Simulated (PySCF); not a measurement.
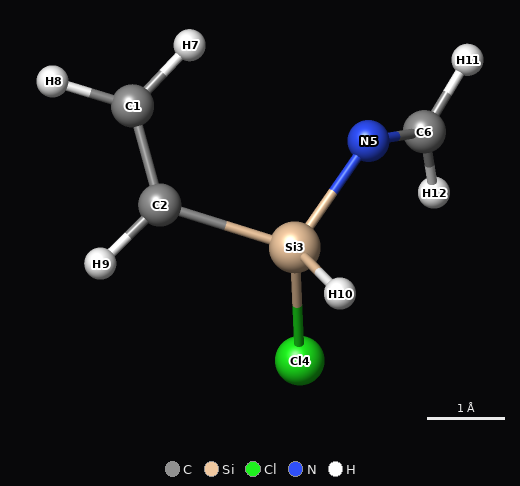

Figure 1. The structure (ball-and-stick view, seen at a tilt; atoms are numbered from 1 in the order of the input). Bond lengths as drawn: Cl–Si 2.09 Å, C–C 1.34 Å, C–H 1.10 to 1.11 Å, C–N 1.26 Å, C–Si 1.85 Å, H–Si 1.49 Å and N–Si 1.74 Å.

## What a change does: excited-state calculation on C3H6ClNSi

System: C3H6ClNSi.
Method of the first run: TDDFT LDA/def2-SVPD, vertical, gas phase, core orbitals frozen in the response (PySCF 2.14.0).

The geometry comes from this level: PBE0-D3(BJ)/def2-SVP. Text and figures count atoms from 1; the logs count them from 0 in places.

Input, the first run:
```
{"job": {"kind": "uv", "xc": "LDA", "basis": "def2-SVPD", "ip": true}, "charge": 0, "multiplicity": 1}
C      0.250497    -2.012479     1.050944
C     -0.176395    -3.264565     0.849381
Si    -1.725452    -3.642187    -0.094586
Cl    -2.920834    -4.907974     1.059969
N     -2.539688    -2.140927    -0.435158
C     -3.724279    -1.834307    -0.127320
H     -0.301816    -1.152763     0.656438
H      1.164632    -1.795782     1.614705
H      0.403494    -4.100033     1.261920
H     -1.483119    -4.344205    -1.381665
H     -4.131444    -0.841791    -0.394488
H     -4.417286    -2.510548     0.415095
```

The first line tells a small driver script what to run in PySCF; the rest is the geometry in Å.

Launched with:
```bash
OMP_NUM_THREADS=1 python <driver script> task.json out
```

Hardware: 1 CPU thread, shared host.

Output (the first run):
```
coarse grid: 11288 points
cycle   1  E = -917.6737581899  dE =  3.845e-01  |g| = 5.451e-01  |ddm| = 5.317e+00
cycle   2  E = -917.4350701950  dE =  2.387e-01  |g| = 1.107e+00  |ddm| = 2.928e+00
cycle   3  E = -917.7318309507  dE = -2.968e-01  |g| = 2.956e-01  |ddm| = 2.198e+00
cycle   4  E = -917.7527707202  dE = -2.094e-02  |g| = 4.145e-02  |ddm| = 3.959e-01
cycle   5  E = -917.7531766148  dE = -4.059e-04  |g| = 1.845e-02  |ddm| = 1.026e-01
cycle   6  E = -917.7532814806  dE = -1.049e-04  |g| = 2.883e-03  |ddm| = 3.588e-02
cycle   7  E = -917.7532834733  dE = -1.993e-06  |g| = 1.386e-03  |ddm| = 7.905e-03
final grid: 100520 points
cycle   8  E = -917.8722149190  dE = -2.549e-05  |g| = 4.099e-03  |ddm| = 9.846e-02
cycle   9  E = -917.8721957705  dE =  1.915e-05  |g| = 9.562e-03  |ddm| = 1.805e-02
cycle  10  E = -917.8722184599  dE = -2.269e-05  |g| = 1.655e-03  |ddm| = 1.348e-02
cycle  11  E = -917.8722192013  dE = -7.414e-07  |g| = 2.140e-04  |ddm| = 2.494e-03
cycle  12  E = -917.8722192022  dE = -9.079e-10  |g| = 2.205e-04  |ddm| = 6.094e-04
cycle  13  E = -917.8722192152  dE = -1.298e-08  |g| = 3.551e-05  |ddm| = 2.865e-04
cycle  14  E = -917.8722192155  dE = -3.224e-10  |g| = 7.087e-06  |ddm| = 6.570e-05
converged SCF energy = -917.8722192155

Static polarisability (au): isotropic 87.692, principal 69.409 93.585 100.081

Singlet excitations
state   eV       nm        f      main configurations
  1   3.8555    321.6   0.00022   H->L 0.99
  2   4.2124    294.3   0.00976   H->L+1 0.98
  3   4.7775    259.5   0.00291   H-1->L 0.99
  4   4.9354    251.2   0.02190   H-2->L 0.97
  5   5.4317    228.3   0.00045   H-3->L 0.99
  6   5.4999    225.4   0.00130   H-2->L+1 0.97
  7   5.8758    211.0   0.01180   H-4->L 0.89, H-5->L 0.10
  8   5.9833    207.2   0.00468   H->L+2 0.67, H-3->L+1 0.29
  9   5.9855    207.1   0.02182   H-3->L+1 0.63, H->L+2 0.30
 10   6.2921    197.0   0.00743   H->L+3 0.94

Triplet excitations (Tamm-Dancoff, eV): 3.3560 4.0809 4.5888 4.7440
Vertical ionisation energy (delta-SCF) = 9.2781 eV
Vertical electron affinity (delta-SCF) = -0.4017 eV
```

The input of the second run differs as follows (lines with − go, lines with + come):
```diff
-"xc": "LDA"
+"xc": "HF"
```

Predict how the results change.

The total energies belong to different methods, so their difference says nothing on which is more stable or more accurate. The HOMO goes from −6.21 to −10.56 eV. The LUMO goes from −2.61 to 2.46 eV. The dipole moment goes from 1.26 to 1.47 D. The lowest excitation goes from 3.86 to 4.70 eV. The strongest computed line goes from 4.94 to 7.18 eV. The method changes from LDA to HF. Exact exchange removes part of the self-interaction error of semilocal functionals, which pushes filled and empty levels apart. The SCF takes 11 iterations against 14.

Output (the second run):
```
final grid: 100520 points
cycle   1  E = -919.5770524808  dE =  7.340e-01  |g| = 4.996e-01  |ddm| = 4.620e+00
cycle   2  E = -919.6540570721  dE = -7.700e-02  |g| = 2.247e-01  |ddm| = 1.252e+00
cycle   3  E = -919.6661211174  dE = -1.206e-02  |g| = 7.244e-02  |ddm| = 5.683e-01
cycle   4  E = -919.6678448706  dE = -1.724e-03  |g| = 2.468e-02  |ddm| = 1.728e-01
cycle   5  E = -919.6680304852  dE = -1.856e-04  |g| = 4.906e-03  |ddm| = 5.597e-02
cycle   6  E = -919.6680522753  dE = -2.179e-05  |g| = 2.260e-03  |ddm| = 1.796e-02
cycle   7  E = -919.6680563105  dE = -4.035e-06  |g| = 7.768e-04  |ddm| = 9.507e-03
cycle   8  E = -919.6680567107  dE = -4.003e-07  |g| = 2.687e-04  |ddm| = 3.386e-03
cycle   9  E = -919.6680567573  dE = -4.660e-08  |g| = 6.820e-05  |ddm| = 1.175e-03
cycle  10  E = -919.6680567608  dE = -3.517e-09  |g| = 1.847e-05  |ddm| = 3.287e-04
cycle  11  E = -919.6680567611  dE = -2.960e-10  |g| = 5.365e-06  |ddm| = 9.392e-05
converged SCF energy = -919.6680567611

Static polarisability (au): isotropic 78.647, principal 63.122 82.797 90.022

Singlet excitations
state   eV       nm        f      main configurations
  1   4.7048    263.5   0.00015   H-1->L+1 0.58, H->L+1 0.10
  2   7.1752    172.8   0.48350   H->L+2 0.33, H->L+3 0.29, H->L 0.17
  3   7.6674    161.7   0.00167   H-2->L+2 0.21, H-2->L+3 0.17, H-2->L 0.12
  4   8.1737    151.7   0.42936   H-4->L+1 0.23, H-2->L+1 0.21, H-3->L+1 0.17
  5   8.2187    150.9   0.04646   H->L+2 0.43, H->L+3 0.15, H->L 0.14
  6   8.5228    145.5   0.04640   H-1->L 0.58
  7   9.0340    137.2   0.01051   H->L+1 0.36, H->L+4 0.12, H->L+3 0.12
  8   9.1544    135.4   0.03738   H-1->L+2 0.19, H-2->L 0.11, H-1->L+3 0.09
  9   9.3141    133.1   0.02311   H-1->L+2 0.21, H->L+1 0.11, H->L+4 0.10
 10   9.3755    132.2   0.03235   H->L+4 0.12, H->L+6 0.11, H->L+9 0.11

Triplet excitations (Tamm-Dancoff, eV): 3.5046 4.0249 4.3180 6.9569
Vertical ionisation energy (delta-SCF) = 8.4547 eV
```

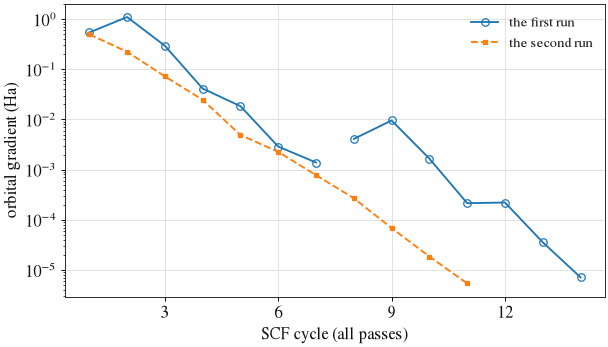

Figure 2. Convergence of the two runs: orbital gradient against the SCF cycle. A break in a curve parts two SCF passes (coarse and final grid). The first run takes 14 cycles in all, and the second run takes 11.

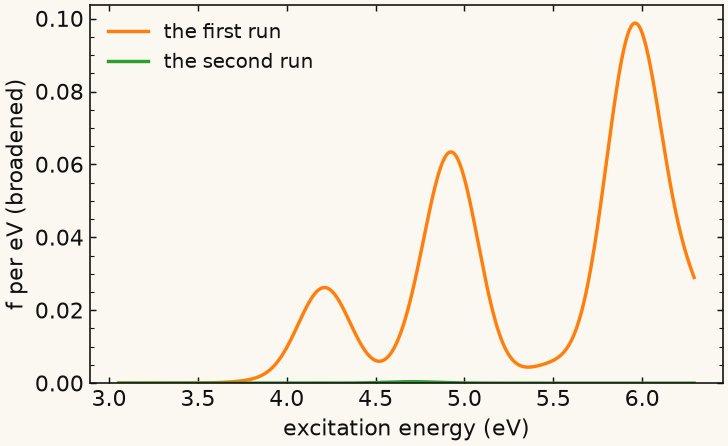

Figure 3. Absorption of the two runs from their computed states, each broadened by a Gaussian of 0.35 eV full width; the range ends where the shorter list of states ends.

The two runs side by side:

| quantity | the first run | the second run |
| --- | --- | --- |
| outcome | converged | converged |
| total energy (hartree) | −917.872219 | −919.668057 |
| HOMO (eV) | −6.21 | −10.56 |
| LUMO (eV) | −2.61 | 2.46 |
| dipole moment (D) | 1.26 | 1.47 |
| lowest excitation (eV) | 3.86 | 4.70 |
| SCF iterations | 14 | 11 |
| strongest computed line (eV) | 4.94 | 7.18 |
| basis functions | 179 | 179 |
| wall time (shared host) | 92 s | 27 s |
